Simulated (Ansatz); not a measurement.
Errors in the atomisation enthalpy at 298 K

10 molecules with halogens; the atomisation enthalpy at 298 K in kJ/mol, computed less measured. Shapes, held fixed at every level: PBE0-D4/def2-TZVP. Thermal terms are harmonic and unscaled (PBE0-D4/def2-TZVP); the spin-orbit lowering of the free atoms is taken from their spectra. Programs: Ansatz 0.2.0. Measured values: Active Thermochemical Tables, CRC Handbook of Chemistry and Physics, NIST-JANAF tables.

Levels: A = HF/def2-SVP; B = RPA@PBE0/cc-pVDZ; C = MP2/def2-TZVPP.

```csv
molecule,from tabulated heats,A,B,C
AsF3 (arsenic trifluoride),1326,-598,-262,+41
BBr2F (dibromofluoroborane),1388,-352,-182,+44
BBrCl2 (bromodichloroborane),1262,-306,-161,+42
CBr2ClF (SMILES FC(Cl)(Br)Br),1329,-617,-260,+32
CBr2F2 (dibromodifluoromethane),1484,-631,-262,+42
CBrClF2 (SMILES FC(F)(Cl)Br),1551,-631,-269,+38
SiCl4 (silicon tetrachloride),1598,-473,-313,+25
C2F3N (cyanotrifluoromethane),2640,-962,-370,+66
C2H3ClO (acetyl chloride),2700,-807,-305,0
C2H4Cl2 (SMILES CC(Cl)Cl),2676,-741,-293,-15
```

Problem. Sum up the errors.

Solution. 
```
           level                 kind  mean error  mean absolute error  worst case
     HF/def2-SVP         Hartree–Fock      -611.8                611.8       C2F3N
RPA@PBE0/cc-pVDZ                  RPA      -267.7                267.7       C2F3N
  MP2/def2-TZVPP  perturbation theory       +31.5                 34.5       C2F3N
```

On this set MP2/def2-TZVPP has the smallest mean absolute error and HF/def2-SVP the largest. HF/def2-SVP is too low in 10 of 10; RPA@PBE0/cc-pVDZ is too low in 10 of 10; MP2/def2-TZVPP is too high in 8 of 10. The heats of C2F3N come from older tables and can be uncertain by 10 kJ/mol or more. The molecules' own spin-orbit binding is left out, so errors for heavy halides read too negative. The tabulated values of AsF3, BBr2F, BBrCl2 are in doubt (older tables, estimates, or at odds with other calculations) and kept here. Over the 7 molecules whose values aren't doubted the mean absolute errors are A 694.6; B 296.0; C 31.1. For RPA@PBE0/cc-pVDZ the error grows with the size of the molecule. Hartree–Fock lacks correlation and underbinds. Correlated wave functions converge slowly with the basis. Relativity is left out for As, Br. Outer-core shells of As, Br are correlated, in sets that cover them unevenly. The set is small.

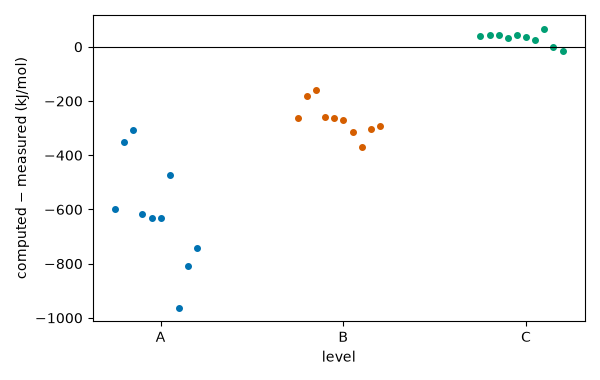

Errors of each level, one point a molecule.
